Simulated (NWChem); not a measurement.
# One shape, several levels: P4 (SMILES P12P3P1P23)

Wanted: a comparison of 6 runs (HF/def2-SVPD, B3LYP/6-31G*, M06-2X/def2-SVP, PBE0/def2-SVP, SVWN5/def2-SVP) of P4. 

Program for the calculation: NWChem 7.3.0.

## 1. The system as given

The species is P4 (4 atoms), meant as a singlet with charge 0. SMILES: `P12P3P1P23`. The coordinates come from a PBE0-D4/def2-TZVP relaxation.

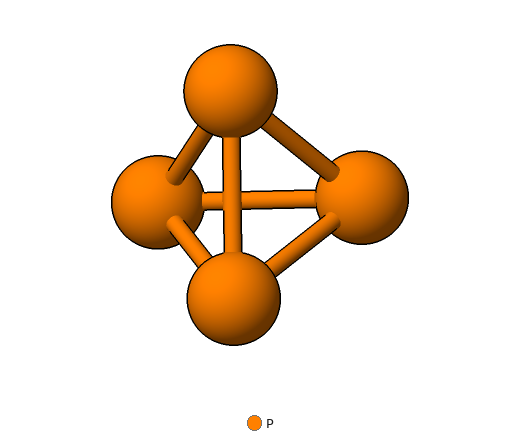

The structure, seen from a chosen angle (phosphorus orange).

## 2. Energy and gradient at HF/def2-SVPD (run 1)

File p4.nw:

```
start p4
memory total 2200 mb
geometry units angstroms noautosym nocenter noautoz
P    -0.724800   -0.100000    1.119400
P     1.294900    0.109800    0.315700
P    -0.185000   -1.091700   -0.749800
P    -0.385100    1.081900   -0.685200
end
basis spherical bse
P library def2-SVPD
end
scf
thresh 1e-08
maxiter 80
end
task scf gradient
```

Launch:

```
$ nwchem p4.nw > p4.out
```

Standard output:

```text
[...]
  functions       =    96
[...]
  wavefunction    = RHF
[...]
         Total SCF energy =  -1362.558475636819
      One-electron energy =  -2538.527409511573
      Two-electron energy =    848.836485984323
 Nuclear repulsion energy =    327.132447890431
        Time for solution =      7.6s
[...]
                         RHF ENERGY GRADIENTS
    atom               coordinates                        gradient
                 x          y          z           x          y          z
   1 P      -1.369673  -0.188973   2.115359    0.003147   0.000432  -0.004883
   2 P       2.447006   0.207492   0.596586   -0.005610  -0.000482  -0.001370
   3 P      -0.349599  -2.063014  -1.416917    0.000799   0.004769   0.003273
   4 P      -0.727733   2.044495  -1.294840    0.001664  -0.004719   0.002980
[...]
```

It took 10 s on 1 thread of AMD EPYC 9R45 (Zen 5), shared host; peak memory 0.1 GiB.

## 3. Energy and gradient at B3LYP/6-31G(d) (spherical functions) (run 2)

File run.py:

```python
from ase import Atoms
from ase.calculators.nwchem import NWChem

molecule = Atoms(['P', 'P', 'P', 'P'], positions=[
    [-0.724800, -0.100000, 1.119400],
    [1.294900, 0.109800, 0.315700],
    [-0.185000, -1.091700, -0.749800],
    [-0.385100, 1.081900, -0.685200],
])

calc = NWChem(
    label='p4',
    theory='dft',
    memory='2200 mb',
    basis='6-31G*',
    basispar='spherical bse',
    dft={'xc': 'b3lyp', 'mult': '1', 'grid': 'xfine', 'convergence': 'energy 1e-08', 'iterations': '100', 'mulliken': None},
)
molecule.calc = calc

forces = molecule.get_forces()
e = molecule.get_potential_energy()
print(f"E = {e:.6f} eV")
print("forces (eV/A):")
for s, f in zip(molecule.symbols, forces):
    print(f"{s:2s} {f[0]:10.5f} {f[1]:10.5f} {f[2]:10.5f}")
print("dipole (e A):", molecule.get_dipole_moment().round(4))
```

Launch:

```
$ export ASE_NWCHEM_COMMAND="nwchem PREFIX.nwi > PREFIX.nwo"
$ python run.py
```

Standard output:

```text
E = -37155.242348 eV
forces (eV/A):
P    -0.49694   -0.06844    0.76861
P     0.88724    0.07554    0.21638
P    -0.12665   -0.74994   -0.51499
P    -0.26364    0.74284   -0.47005
dipole (e A): [-0. -0. -0.]
```

The calculator wrote p4.nwi:

```
title "p4"

permanent_dir p4

scratch_dir p4

start p4

geometry units angstrom nocenter noautosym noautoz
  P  -7.2480000000000000e-01 -1.0000000000000001e-01 1.1194000000000000e+00
  P  1.2948999999999999e+00 1.0979999999999999e-01 3.1569999999999998e-01
  P  -1.8500000000000000e-01 -1.0916999999999999e+00 -7.4980000000000002e-01
  P  -3.8510000000000000e-01 1.0819000000000001e+00 -6.8520000000000003e-01
end

memory 2200 mb

basis spherical bse noprint
   * library 6-31G*
end

dft
  xc b3lyp
  mult 1
  grid xfine
  convergence energy 1e-08
  iterations 100
  mulliken
end

task dft gradient
```

p4.nwo:

```text
Northwest Computational Chemistry Package (NWChem) 7.3.0
             --------------------------------------------------------

           Job information
           ---------------

    nwchem branch   = 7.3.0
    use scalapack   = T
    input           = p4.nwi
    prefix          = p4.
    data base       = p4/p4.db
    status          = startup
    nproc           =        1

           Memory information
           ------------------

    heap     =     72089600 doubles =      550.0 Mbytes
    stack    =     72089597 doubles =      550.0 Mbytes
    global   =    144179200 doubles =     1100.0 Mbytes (distinct from heap & stack)
    total    =    288358397 doubles =     2200.0 Mbytes
    verify   = yes
    hardfail = no

[... 100 lines left out ...]
  convergence criterion.
[... 38 lines left out ...]
          Spatial weights used:  Erf1
[... 74 lines left out ...]
         Total DFT energy =    -1365.429982664992
[... 3 lines left out ...]
 Nuclear repulsion energy =      327.132447890431
[... 583 lines left out ...]
          Convergence on gradient requested:  5.00D-04
[... 25 lines left out ...]
          total energy or number of iterations.
[... 26 lines left out ...]
                         DFT ENERGY GRADIENTS

    atom               coordinates                        gradient
                 x          y          z           x          y          z
   1 P      -1.369673  -0.188973   2.115359    0.009664   0.001331  -0.014947
   2 P       2.447006   0.207492   0.596586   -0.017254  -0.001469  -0.004208
   3 P      -0.349599  -2.063014  -1.416917    0.002463   0.014584   0.010015
   4 P      -0.727733   2.044495  -1.294840    0.005127  -0.014446   0.009141

                 ----------------------------------------
                 |  Time  |  1-e(secs)   |  2-e(secs)   |
                 ----------------------------------------
                 |  CPU   |       0.00   |       1.57   |
                 ----------------------------------------
                 |  WALL  |       0.00   |       1.57   |
                 ----------------------------------------

 Task  times  cpu:       11.9s     wall:       11.9s
 Total times  cpu:       11.9s     wall:       11.9s
```

Wall time 13 s (1 thread of AMD EPYC 9R45 (Zen 5), shared host); peak memory 0.13 GiB.

Runs 3 to 4 aren't shown in full; the table further down has their settings and results.

## 4. Energy and gradient at SVWN5/def2-SVP (run 5)

File input.nw:

```
start input
memory 2200 mb

geometry units angstrom noautosym nocenter noautoz
  P       -0.724800      -0.100000       1.119400
  P        1.294900       0.109800       0.315700
  P       -0.185000      -1.091700      -0.749800
  P       -0.385100       1.081900      -0.685200
end

basis "ao basis" spherical bse
  * library def2-SVP
end

dft
  xc slater vwn_5
  grid xfine
  convergence energy 1e-08
  maxiter 100
  mulliken
  print medium
end

task dft gradient
```

Launch:

```
$ nwchem input.nw > input.out
```

Standard output:

```text
[...]
          Wavefunction type:  closed shell.
          No. of atoms     :     4
          No. of electrons :    60
[...]
          Charge           :     0
          Spin multiplicity:     1
[...]
          AO basis - number of functions:    72
[...]
              XC Information
              --------------
                        Slater Exchange Functional  1.000 local
                      VWN V Correlation Functional  1.000 local
[...]
 d= 0,ls=0.0,diis     1  -1359.9942576195 -1.69D+03  1.37D-02  6.94D-01     0.7
[...]
 d= 0,ls=0.0,diis     7  -1360.0508201643  4.08D-09  2.73D-06  3.58D-08     3.2
         Total DFT energy =    -1360.050820164332
      One electron energy =    -2539.277054611151
           Coulomb energy =      940.083404841708
    Exchange-Corr. energy =      -87.989618285321
 Nuclear repulsion energy =      327.132447890431
[...]
      Total Density - Mulliken Population Analysis
     ---------------------------------------------
    Atom       Charge   Shell Charges
 -----------   ------   -------------------------------------------------------
    1 P   15    15.00   2.00  1.98  1.31  0.64  5.91  1.44  1.57  0.14
    2 P   15    15.00   2.00  1.98  1.31  0.64  5.91  1.44  1.57  0.14
    3 P   15    15.00   2.00  1.98  1.31  0.64  5.91  1.44  1.57  0.14
    4 P   15    15.00   2.00  1.98  1.31  0.64  5.91  1.44  1.57  0.14
[...]
  wavefunction    = closed shell
                         DFT ENERGY GRADIENTS
    atom               coordinates                        gradient
                 x          y          z           x          y          z
   1 P      -1.369673  -0.188973   2.115359    0.007003   0.000964  -0.010837
   2 P       2.447006   0.207492   0.596586   -0.012500  -0.001066  -0.003049
   3 P      -0.349599  -2.063014  -1.416917    0.001783   0.010576   0.007262
   4 P      -0.727733   2.044495  -1.294840    0.003713  -0.010474   0.006625
[...]
```

It took 4.8 s on 1 thread of AMD EPYC 9R45 (Zen 5), shared host; peak memory 0.13 GiB.

## 5. Energy and gradient at B3LYP/6-31G(d) (Cartesian functions) (run 6)

File struct.nw:

```
start struct
memory total 2200 mb
charge 0

geometry noautosym nocenter noautoz
   P    -0.724800   -0.100000    1.119400
   P     1.294900    0.109800    0.315700
   P    -0.185000   -1.091700   -0.749800
   P    -0.385100    1.081900   -0.685200
end

basis "ao basis"
   * library 6-31G*
end

dft
   xc b3lyp
   mult 1
   grid xfine
   convergence energy 1e-08
   iterations 100
   mulliken
end

task dft gradient
```

Launch:

```
$ nwchem struct.nw > struct.out
```

Standard output:

```text
[...]
          Wavefunction type:  closed shell.
          No. of atoms     :     4
          No. of electrons :    60
[...]
          Charge           :     0
          Spin multiplicity:     1
[...]
          AO basis - number of functions:    76
[...]
              XC Information
              --------------
                         B3LYP Method XC Potential
                     Hartree-Fock (Exact) Exchange  0.200
                        Slater Exchange Functional  0.800 local
                    Becke 1988 Exchange Functional  0.720 non-local
              Lee-Yang-Parr Correlation Functional  0.810
                  VWN I RPA Correlation Functional  0.190 local
[...]
 d= 0,ls=0.0,diis     1  -1365.3950138740 -1.69D+03  1.44D-02  5.46D-01     1.7
[...]
 d= 0,ls=0.0,diis     7  -1365.4404417969 -9.74D-10  7.31D-07  1.32D-09     9.8
         Total DFT energy =    -1365.440441796855
      One electron energy =    -2540.025255131211
           Coulomb energy =      940.533922537384
    Exchange-Corr. energy =      -93.081557093460
 Nuclear repulsion energy =      327.132447890431
[...]
      Total Density - Mulliken Population Analysis
     ---------------------------------------------
    Atom       Charge   Shell Charges
 -----------   ------   -------------------------------------------------------
    1 P   15    15.00   2.00  1.99  5.97  1.34  2.29  0.66  0.68  0.07
    2 P   15    15.00   2.00  1.99  5.97  1.34  2.29  0.66  0.68  0.07
    3 P   15    15.00   2.00  1.99  5.97  1.34  2.29  0.66  0.68  0.07
    4 P   15    15.00   2.00  1.99  5.97  1.34  2.29  0.66  0.68  0.07
[...]
  wavefunction    = closed shell
                         DFT ENERGY GRADIENTS
    atom               coordinates                        gradient
                 x          y          z           x          y          z
   1 P      -1.369673  -0.188973   2.115359    0.009839   0.001355  -0.015218
   2 P       2.447006   0.207492   0.596586   -0.017567  -0.001496  -0.004285
   3 P      -0.349599  -2.063014  -1.416917    0.002507   0.014848   0.010196
   4 P      -0.727733   2.044495  -1.294840    0.005220  -0.014708   0.009306
[...]
```

It took 13 s on 1 thread of AMD EPYC 9R45 (Zen 5), shared host; peak memory 0.13 GiB.

## 6. Overview of the runs

| run | level | iteration cap | module | energy (Eh) | dipole moment (D) | HOMO energy (eV) | LUMO energy (eV) | wall time |
| --- | --- | --- | --- | --- | --- | --- | --- | --- |
| 1 | HF/def2-SVPD | 80 | scf | -1362.558476 | 0.00 | -9.76 | 2.41 | 10 s |
| 2 | B3LYP/6-31G* (spherical functions) | 100 | dft | -1365.429983 | 0.00 | -7.46 | -0.87 | 13 s |
| 3 | M06-2X/def2-SVP | 100 | dft | -1364.981338 | 0.00 | -8.62 | 0.21 | 11 s |
| 4 | PBE0/def2-SVP | 100 | dft | -1364.525856 | 0.00 | -7.81 | -0.70 | 8.1 s |
| 5 | SVWN5/def2-SVP | 100 | dft | -1360.050820 | 0.00 | -6.82 | -1.58 | 4.8 s |
| 6 | B3LYP/6-31G* (Cartesian functions) | 100 | dft | -1365.440442 | 0.00 | -7.46 | -0.87 | 13 s |

## 7. What came out

| quantity | value |
| --- | --- |
| run 6: total energy | -1365.44044 Eh |
| run 6: dipole moment | 0.00 D |
| run 6: HOMO energy | -7.46 eV |
| run 6: LUMO energy | -0.87 eV |
| run 6: HOMO–LUMO gap | 6.58 eV |
| run 6: largest force on an atom | 0.935 eV/Å |

**Reading.** The HOMO–LUMO gap runs from 5.24 eV (SVWN5/def2-SVP) to 12.17 eV (HF/def2-SVPD). The two ends differ in method and basis. Totals of different functionals can't be ranked against each other. All runs together took 61 s, the longest 13 s.
